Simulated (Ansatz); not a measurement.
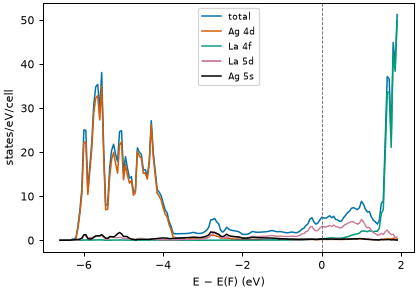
Total and projected density of states of LaAg$_{2}$ in space group Imma (No. 74; La on 4e, Ag on 8h), the program Ansatz at the r²SCAN level (PAW)

Q: Which orbitals carry the states next to the Fermi level?

A: Within 0.5 eV of the Fermi level: La 5d 61 %, La 6s 9 %, La 4f 7 %, Ag 5s 5 %, outside the projected shells 12 %. Projections are on Löwdin-orthogonalised atomic valence shells; empty p or d shells of many metals are not among them.

Q: Where is the tallest occupied peak in this window, and what makes it?

A: Near -5.5 eV, about 38 states/eV per cell; the largest projected share is Ag 4d.

The workflow started from a Materials Project entry (that database holds measured and hypothetical structures alike); the Crystallography Open Database copy checked does not list it. Its standing as an ambient phase is unchecked. The r²SCAN relaxation kept the symmetry of its start; its stability against distortions is not shown here. The run is not spin-polarised. Spin–orbit coupling is left out wherever it is not named.

Potentials: the later of the program's two PAW sets.
